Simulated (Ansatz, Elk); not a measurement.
# How far do independent atoms describe GaHSO?

The structure of GaHSO used here is made up (a known structure type with other elements) and was relaxed beforehand with PBEsol. The aim is the Fourier transform of its all-electron density, F(hkl), set beside the sum over free spherical atoms that refinements use.

Program: Elk 11.2.3 (patched build). Level of theory: DFT, PBE, all-electron APW+lo, Dirac cores, scalar-relativistic bands, static density, no spin. Results are calculated unless marked as measured.

The structure was built from a prototype and need not be the compound's stable phase.

## 1. The structure

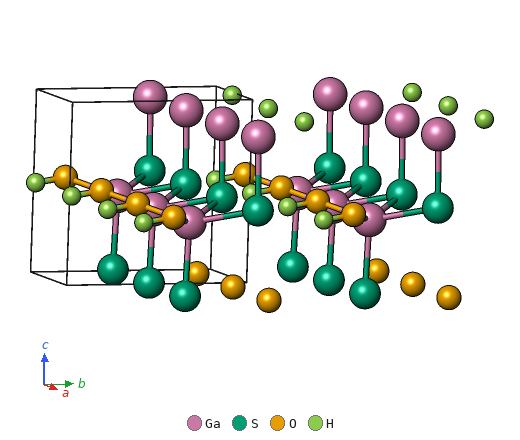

The starting structure, seen slightly off an axis (gallium pink, sulfur teal, oxygen orange, hydrogen green). 3×2×1 cells are drawn. Bonds to atoms that aren't drawn are left out. Some periodic images of atoms are drawn too.

## 2. Ground state and structure factors

An all-electron density is needed, since X-rays see the cores too. Task 0 finds the density and task 195 Fourier-transforms it; tshift is off so that phases refer to the origin typed.

Input file elk.in:

```
tasks
  0
  195

xctype
  20

spinpol
  .false.

rgkmax
  7.0

gmaxvr
  14.0

lmaxo
  7

lmaxapw
  8

swidth
  0.002

tshift
  .false.

ramdisk
  .false.

hmaxvr
  5.5

maxscl
  120

epspot
  1e-06

sppath
  './'

avec
  6.05092838739 0.00000000000 0.00000000000
  0.00000000000 11.26494649828 0.00000000000
  0.00000000000 0.00000000000 10.81357957531

atoms
  4
  'Ga.in'
  2
  0.5000000000 0.3665146380 0.4468358090   0.000000 0.000000 0.000000
  0.0000000000 0.6334853620 0.9468358090   0.000000 0.000000 0.000000
  'S.in'
  2
  0.5000000000 0.3558228139 0.0444818661   0.000000 0.000000 0.000000
  -0.0000000000 0.6441771861 0.5444818661   0.000000 0.000000 0.000000
  'O.in'
  2
  0.5000000000 -0.1767529894 1.0147037831   0.000000 0.000000 0.000000
  0.0000000000 1.1767529894 0.5147037831   0.000000 0.000000 0.000000
  'H.in'
  2
  0.5000000000 -0.0121351919 0.9879785418   0.000000 0.000000 0.000000
  0.0000000000 1.0121351919 0.4879785418   0.000000 0.000000 0.000000

ngridk
  7 4 4
```

Launch:

```sh
> OMP_NUM_THREADS=4 elk
```

Numbers of over 12 decimals in the logs are rounded to 6 here.

Log:

```text
┌─────────────────────────┐
│ Elk code version 11.2.3 │
└─────────────────────────┘

All units are atomic (Hartree, Bohr, etc.)

┌─────────────────────────────────────────────────┐
│ Ground-state run starting from atomic densities │
└─────────────────────────────────────────────────┘

Lattice vectors :
   6.050928387       0.000000000       0.000000000
   0.000000000       11.26494650       0.000000000
   0.000000000       0.000000000       10.81357958

Reciprocal lattice vectors :
   1.038383683       0.000000000       0.000000000
   0.000000000      0.5577643274       0.000000000
   0.000000000       0.000000000      0.5810458289

Unit cell volume      :    737.0901829
Brillouin zone volume :   0.3365262748

Muffin-tin inner radius fraction :   0.1000000000E-01

Nuclei treated as point charges

Species : 1 (Ga)
 parameters loaded from : Ga.in
 name : gallium
 nuclear charge    :   -31.00000000
 electronic charge :    31.00000000
 atomic mass :    127097.2539
 muffin-tin radius :    2.244810329
 number of radial points in muffin-tin :    993
 inner part over the whole radius :   0.9991128605E-02
 number on inner part of muffin-tin    :    701
 approximate nuclear radius :   0.7562051033E-04
 number of mesh points to nuclear radius :    340
 atomic positions (lattice), magnetic fields (Cartesian) :
  1 :   0.50000000  0.36651464  0.44683581    0.00000000  0.00000000  0.00000000
  2 :   0.00000000  0.63348536  0.94683581    0.00000000  0.00000000  0.00000000

Species : 2 (S)
 parameters loaded from : S.in
 name : sulphur
 nuclear charge    :   -16.00000000
 electronic charge :    16.00000000
 atomic mass :    58450.91931
 muffin-tin radius :    2.057742802
 number of radial points in muffin-tin :    793
 inner part over the whole radius :   0.9899880987E-02
 number on inner part of muffin-tin    :    553
 approximate nuclear radius :   0.6195814986E-04
 number of mesh points to nuclear radius :    252
 atomic positions (lattice), magnetic fields (Cartesian) :
  1 :   0.50000000  0.35582281  0.04448187    0.00000000  0.00000000  0.00000000
  2 :   0.00000000  0.64417719  0.54448187    0.00000000  0.00000000  0.00000000

Species : 3 (O)
 parameters loaded from : O.in
 name : oxygen
 nuclear charge    :   -8.000000000
 electronic charge :    8.000000000
 atomic mass :    29165.12205
 muffin-tin radius :    1.027571875
 number of radial points in muffin-tin :    593
 inner part over the whole radius :   0.9794856995E-02
 number on inner part of muffin-tin    :    400
 approximate nuclear radius :   0.5115538663E-04
 number of mesh points to nuclear radius :    180
 atomic positions (lattice), magnetic fields (Cartesian) :
  1 :   0.50000000  0.82324701  0.01470378    0.00000000  0.00000000  0.00000000
  2 :   0.00000000  0.17675299  0.51470378    0.00000000  0.00000000  0.00000000

Species : 4 (H)
 parameters loaded from : H.in
 name : hydrogen
 nuclear charge    :   -1.000000000
 electronic charge :    1.000000000
 atomic mass :    1837.362221
 muffin-tin radius :   0.7992225696
 number of radial points in muffin-tin :    393
 inner part over the whole radius :   0.9986541048E-02
 number on inner part of muffin-tin    :    253
 approximate nuclear radius :   0.2766748019E-04
 number of mesh points to nuclear radius :     81
 atomic positions (lattice), magnetic fields (Cartesian) :
  1 :   0.50000000  0.98786481  0.98797854    0.00000000  0.00000000  0.00000000
  2 :   0.00000000  0.01213519  0.48797854    0.00000000  0.00000000  0.00000000

Total number of atoms per unit cell :    8
Total muffin-tin volume :    181.1285333
 ratio of muffin-tin to unit cell volume :   0.2457345621

Spin treatment :
 spin-unpolarised

Number of Bravais lattice symmetries :    8
Number of crystal symmetries         :    4
Crystal has no inversion symmetry
Complex Hermitian eigensolver will be used

k-point grid :      7     4     4
k-point offset :    0.000000000       0.000000000       0.000000000
k-point set is reduced with full crystal symmetry group
[...]
species : 2 (S)
[...]
species : 3 (O)
[...]
species : 4 (H)
   atom 1                    :   0.3153571966     (   0.000000000    )
   atom 2                    :   0.3153571966     (   0.000000000    )
 total in muffin-tins        :    97.81737179
 total calculated charge     :    111.9955477
 total charge                :    112.0000000
 error                       :   0.4452284446E-02

RMS change in Kohn-Sham potential (target) :    167.7684635     (  0.1000000000E-05)
Absolute change in total energy (target)   :    2.550253996     (  0.1000000000E-03)

[... loops 3 to 19 left out ...]

┌──────────────────┐
│ Loop number : 20 │
└──────────────────┘

Energies :
 Fermi                       :     0.182378
 sum of occupied eigenvalues :     -2758.1319564877
 electron kinetic            :      4918.6037587961
 core electron kinetic       :      4587.9758962313
 Coulomb                     :     -9536.3578653515
 Coulomb potential           :     -7390.4713083860
 nuclear-nuclear             :     -562.78001651176
 electron-nuclear            :     -10567.623874153
 Hartree                     :      1594.0460253132
 Madelung                    :     -5841.1222111585
 xc potential                :     -286.26440689772
 exchange                    :     -215.68094157885
 correlation                 :     -4.907643
 electron entropic           :    -0.14330169041547E-06
 total energy                :     -4838.3426909109

Density of states at Fermi energy :   0.3395437575E-02
 (states/Hartree/unit cell)

Estimated indirect band gap :   0.3678149891E-01
 from k-point 1 to k-point 1
Estimated direct band gap   :   0.3678149891E-01
 at k-point 1

Charges :
 core                        :    60.00000000
 valence                     :    52.00000000
 interstitial                :    14.54238740
 muffin-tins (core leakage)
  species : 1 (Ga)
[...]
species : 2 (S)
[...]
species : 3 (O)
[...]
species : 4 (H)
   atom 1                    :   0.3378880901     (   0.000000000    )
   atom 2                    :   0.3378880901     (   0.000000000    )
 total in muffin-tins        :    97.45761260
 total calculated charge     :    111.9957326
 total charge                :    112.0000000
 error                       :   0.4267361509E-02

RMS change in Kohn-Sham potential (target) :   0.5205420161E-06 (  0.1000000000E-05)
Absolute change in total energy (target)   :   0.1168327799E-06 (  0.1000000000E-03)

Convergence targets achieved

┌──────────────────┐
│ Loop number : 21 │
└──────────────────┘

Energies :
 Fermi                       :     0.182378
 sum of occupied eigenvalues :     -2758.1319563615
 electron kinetic            :      4918.6037587942
 core electron kinetic       :      4587.9758962765
 Coulomb                     :     -9536.3578652579
 Coulomb potential           :     -7390.4713084803
 nuclear-nuclear             :     -562.78001651176
 electron-nuclear            :     -10567.623873871
 Hartree                     :      1594.0460251248
 Madelung                    :     -5841.1222110177
 xc potential                :     -286.26440667533
 exchange                    :     -215.68094157757
 correlation                 :     -4.907643
 electron entropic           :    -0.14330171737079E-06
 total energy                :     -4838.3426908177

Density of states at Fermi energy :   0.3395438281E-02
 (states/Hartree/unit cell)

Estimated indirect band gap :   0.3678149808E-01
 from k-point 1 to k-point 1
Estimated direct band gap   :   0.3678149808E-01
 at k-point 1

Charges :
 core                        :    60.00000000
 valence                     :    52.00000000
 interstitial                :    14.54238740
 muffin-tins (core leakage)
  species : 1 (Ga)
[...]
species : 2 (S)
[...]
atom 2                    :    14.16435707     (  0.1830041561E-03)
  species : 3 (O)
   atom 1                    :    4.877772267     (  0.1070484366E-03)
   atom 2                    :    4.877772267     (  0.1070484366E-03)
  species : 4 (H)
   atom 1                    :   0.3378880898     (   0.000000000    )
   atom 2                    :   0.3378880898     (   0.000000000    )
 total in muffin-tins        :    97.45761260
 total calculated charge     :    111.9957326
 total charge                :    112.0000000
 error                       :   0.4267361513E-02

┌──────────────────────────────┐
│ Self-consistent loop stopped │
└──────────────────────────────┘

Warning : core states of species 1 leak from the muffin-tin :   0.1699696403E-02

Warning : core states of species 2 leak from the muffin-tin :   0.1830041561E-03

Warning : core states of species 3 leak from the muffin-tin :   0.1070484366E-03

Wrote STATE.OUT
```

The job ended after 9.1 min (4 threads of Arm Neoverse V2, shared host; peak memory 0.43 GiB).

SFACRHO.OUT:

```text

h k l indices transformed by vhmat matrix:
   1.000000000       0.000000000       0.000000000    
   0.000000000       1.000000000       0.000000000    
   0.000000000       0.000000000       1.000000000    

      h      k      l  multipl.   |H|            Re(F)            Im(F)           |F|

      0      0      0      1   0.0000000       112.00000      0.38009240E-15   112.00000    
      0     -1      0      1  0.55776433      -49.062640      0.91715498E-15   49.062640    
      0      1      0      1  0.55776433      -49.062640     -0.88344063E-15   49.062640    
      0      0     -1      1  0.58104583      0.66879265E-14  0.86233795E-14  0.10912884E-13
      0      0      1      1  0.58104583      0.63782541E-14 -0.85316016E-14  0.10652246E-13
      0     -1     -1      1  0.80542864      -18.368804       31.212795       36.216730    
      0     -1      1      1  0.80542864       18.368804       31.212795       36.216730    
      0      1     -1      1  0.80542864       18.368804      -31.212795       36.216730    
      0      1      1      1  0.80542864      -18.368804      -31.212795       36.216730    
     -1      0      0      2   1.0383837      0.19129767E-14 -0.22619111E-13  0.22699860E-13
      0     -2      0      1   1.1155287      -18.014589     -0.36161754E-14   18.014589    
      0      2      0      1   1.1155287      -18.014589      0.33252331E-14   18.014589    
      0      0      2      1   1.1620917       74.112562      -17.080111       76.055256    
      0      0     -2      1   1.1620917       74.112562       17.080111       76.055256    
     -1      1      0      2   1.1787034      0.16907118E-13  -45.475399       45.475399    
     -1     -1      0      2   1.1787034     -0.17116896E-13   45.475399       45.475399    
      1      0     -1      2   1.1898970       12.154930       24.563572       27.406412    
      1      0      1      2   1.1898970       12.154930      -24.563572       27.406412
```

Elk indexes on the primitive cell of elk.in and gives |H| = 4π sin θ/λ in inverse bohr. Below, one row stands for each form hkl of the conventional cell (m members, Friedel mates merged), F is for one primitive cell and the density is static (no thermal factor). Free-atom factors are Waasmaier and Kirfel's, and R is Σm||F|−|F'||/Σm|F|. Elk warned that it couldn't find a linearisation energy, which lowers the accuracy of some states in this run and its variants.

```csv
hkl,m,sin θ/λ (Å⁻¹),"abs F, DFT",neutral atoms,diff.,abs of complex diff.
010,2,0.084,49.063,48.879,+0.183,0.183
001,2,0.087,0.000,0.000,+0.000,0.000
011,4,0.121,36.217,36.209,+0.007,0.047
100,2,0.156,0.000,0.000,+0.000,0.000
020,2,0.168,18.015,17.623,+0.392,0.392
002,2,0.175,76.055,75.655,+0.400,0.598
110,4,0.177,45.475,45.941,-0.466,0.466
101,4,0.179,27.406,27.599,-0.193,0.925
021,4,0.189,28.612,28.919,-0.308,0.907
012,4,0.194,35.278,35.209,+0.069,0.136
111,8,0.198,28.204,28.250,-0.046,0.106
120,4,0.229,76.333,76.005,+0.329,0.329
102,4,0.234,0.000,0.000,+0.000,0.000
022,4,0.242,13.261,13.168,+0.093,0.117
121,8,0.245,6.530,6.196,+0.334,0.378
112,8,0.249,34.678,35.069,-0.391,0.407
030,2,0.252,45.991,46.827,-0.837,0.837
003,2,0.262,0.000,0.000,+0.000,0.000
```

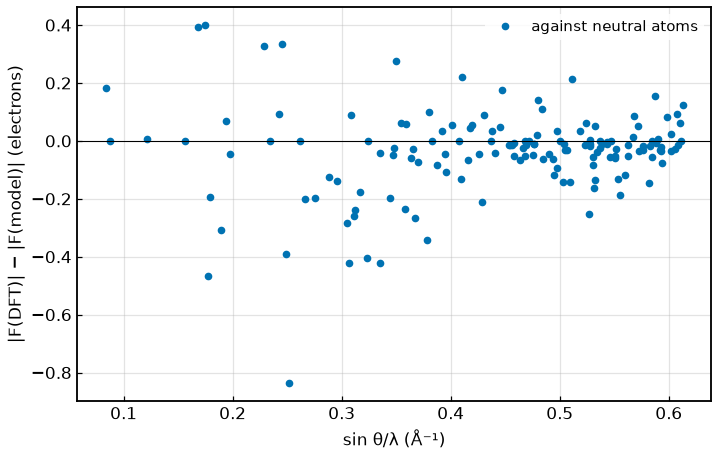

Difference between the calculated structure factors and the independent-atom ones.

## 3. The highest occupied states alone

An energy window below the Fermi level keeps the highest occupied states, to see at which angles they scatter; shallow core shells can lie inside it and anion s states outside. No new self-consistency is needed.

elk.in: that of step 2 with these lines changed.

```diff
@@ -1,3 +1,2 @@
 tasks
-  0
   195
@@ -40,2 +39,5 @@
 
+wsfac
+  -0.185120 0.482380
+
 sppath
```

Launch:

```sh
> OMP_NUM_THREADS=4 elk
```

Log:

```text
┌─────────────────────────────────┐
│ Elk code version 11.2.3 started │
└─────────────────────────────────┘

Info(readinput): the functional depends on the density's gradient
 muffin-tin radial points multiplied by    2.00000
 (not where nrmtscf is given)

┌────────────────────┐
│ Current task : 195 │
└────────────────────┘
Info(checkmt): changed muffin-tin radius of species 1 (Ga) from   2.4000 to   2.2448
Info(checkmt): changed muffin-tin radius of species 2 (S) from   2.2000 to   2.0577
Info(checkmt): changed muffin-tin radius of species 3 (O) from   1.8000 to   1.0276
Info(checkmt): changed muffin-tin radius of species 4 (H) from   1.4000 to   0.7992

Warning(linengy): could not find 1 linearisation energies in s.c. loop 1

Info(sfacrho): density structure factors written to SFACRHO.OUT

 Energy window :  -0.1851200000      0.4823800000

┌──────────────────┐
│ Elk code stopped │
└──────────────────┘
```

Elapsed: 12 s, on 4 threads; peak memory 0.19 GiB.

States within 10 eV below the Fermi level hold 24.00 electrons; any levels below the window count with the cores. Their amplitudes can exceed the total, where window and core parts have opposite phase:

| hkl | sin θ/λ (Å⁻¹) | abs F, window | abs F, all |
| --- | --- | --- | --- |
| 010 | 0.084 | 1.936 | 49.063 |
| 001 | 0.087 | 0.000 | 0.000 |
| 011 | 0.121 | 3.991 | 36.217 |
| 100 | 0.156 | 0.000 | 0.000 |
| 020 | 0.168 | 4.639 | 18.015 |
| 002 | 0.175 | 10.398 | 76.055 |
| 110 | 0.177 | 2.336 | 45.475 |
| 101 | 0.179 | 8.995 | 27.406 |
| 021 | 0.189 | 6.521 | 28.612 |
| 012 | 0.194 | 1.058 | 35.278 |

## 4. Another functional

The difference from free atoms is small, so it is set against the change that LDA (Perdew-Wang) makes.

elk.in: that of step 3 with these lines changed.

```diff
@@ -1,2 +1,3 @@
 tasks
+  0
   195
@@ -4,3 +5,3 @@
 xctype
-  20
+  3
 
@@ -39,5 +40,2 @@
 
-wsfac
-  -0.185120 0.482380
-
 sppath
```

Launch:

```sh
> OMP_NUM_THREADS=4 elk
```

Log:

```text
┌─────────────────────────┐
│ Elk code version 11.2.3 │
└─────────────────────────┘

All units are atomic (Hartree, Bohr, etc.)

┌─────────────────────────────────────────────────┐
│ Ground-state run starting from atomic densities │
└─────────────────────────────────────────────────┘

Lattice vectors :
   6.050928387       0.000000000       0.000000000
   0.000000000       11.26494650       0.000000000
   0.000000000       0.000000000       10.81357958

Reciprocal lattice vectors :
   1.038383683       0.000000000       0.000000000
[...]
atom 2                    :   0.3286109004     (   0.000000000    )
 total in muffin-tins        :    97.42160556
 total calculated charge     :    111.9956134
 total charge                :    112.0000000
 error                       :   0.4386641859E-02

┌──────────────────────────────┐
│ Self-consistent loop stopped │
└──────────────────────────────┘

Warning : core states of species 1 leak from the muffin-tin :   0.1752766319E-02

Warning : core states of species 2 leak from the muffin-tin :   0.1781845543E-03

Warning : core states of species 3 leak from the muffin-tin :   0.1092448851E-03

Wrote STATE.OUT
[key lines of the parts left out:]
total energy                :     -4829.4713751101
```

Run time: 6.3 min. Hardware: 4 threads; peak memory 0.43 GiB.

Against the first run R = 0.08 %; the largest change is -0.090 at 002.

## 5. Basis size

A smaller basis shows how fast F responds to it; the change is likely larger than the basis error of the first run, but doesn't show convergence.

elk.in: that of step 4 with these lines changed.

```diff
@@ -5,3 +5,3 @@
 xctype
-  3
+  20
 
@@ -11,3 +11,3 @@
 rgkmax
-  7.0
+  5.5
```

Launch:

```sh
> OMP_NUM_THREADS=4 elk
```

Log:

```text
┌─────────────────────────┐
│ Elk code version 11.2.3 │
└─────────────────────────┘

All units are atomic (Hartree, Bohr, etc.)

┌─────────────────────────────────────────────────┐
│ Ground-state run starting from atomic densities │
└─────────────────────────────────────────────────┘

Lattice vectors :
   6.050928387       0.000000000       0.000000000
   0.000000000       11.26494650       0.000000000
   0.000000000       0.000000000       10.81357958

Reciprocal lattice vectors :
   1.038383683       0.000000000       0.000000000
[...]
atom 2                    :   0.3378609683     (   0.000000000    )
 total in muffin-tins        :    97.15456515
 total calculated charge     :    111.9953739
 total charge                :    112.0000000
 error                       :   0.4626147316E-02

┌──────────────────────────────┐
│ Self-consistent loop stopped │
└──────────────────────────────┘

Warning : core states of species 1 leak from the muffin-tin :   0.1700033346E-02

Warning : core states of species 2 leak from the muffin-tin :   0.1829329003E-03

Warning : core states of species 3 leak from the muffin-tin :   0.1055069345E-03

Wrote STATE.OUT
[key lines of the parts left out:]
total energy                :     -4837.9063008720
```

Wall time 2.2 min (4 threads); peak memory 0.21 GiB; 8.1 min of CPU time.

Against the first run R = 0.24 %; the largest change is -0.190 at 142.

## 6. Settings against the effect

| run | R against the first run (%) | R against neutral atoms, low angle (%) | wall time |
| --- | --- | --- | --- |
| PBE, rgkmax 7 | 0.00 | 0.67 | 9.1 min |
| LDA (Perdew-Wang) | 0.08 | 0.66 | 6.3 min |
| rgkmax 5.5 | 0.24 | 0.60 | 2.2 min |

## 7. Summary of results

| Quantity | Value |
| --- | --- |
| R against neutral atoms, sin θ/λ < 0.3 Å⁻¹ | 0.67 % |
| R against neutral atoms, 0.3 to 0.61 Å⁻¹ | 0.33 % |

What this shows: Independent neutral atoms miss the calculated amplitudes by R = 0.67 % below 0.3 Å⁻¹ and 0.33 % from there to 0.61 Å⁻¹; by shells, 0.16 % below 0.15 Å⁻¹ (2 forms), 0.71 % 0.15 to 0.3 (16 forms), 0.46 % 0.3 to 0.45 (39 forms), 0.25 % above 0.45 (78 forms). Bonding, aspherical density and the tables' own atoms all enter these figures, and the runs don't part them. The largest change of an amplitude is -0.84 electrons, at 030. R counts amplitudes alone; phases shift too. The window's part falls from 24.0 electrons at the origin to at most 1.28 between 0.45 and 0.61 Å⁻¹, where compact states inside the window still scatter. Below 0.3 Å⁻¹ the changes that finished (LDA (Perdew-Wang) and rgkmax 5.5) move F by R = 0.21 % at most, against the 0.67 % that separates it from free atoms. The k-mesh has no finished test. Part of the difference isn't bonding: the tables are fits to free atoms and ions calculated by other methods than this functional. Thermal motion, anomalous dispersion and extinction are left out.

[Logs are printed without paths, hosts, clocks, repeated set-up lines and the standing remarks that a program may print on its own settings, such as how far it seeks lower states.]

[Hosts, paths, dates, database ids (printed as entryN), source tags and the programs' standing remarks are cut or masked in the printed files.]
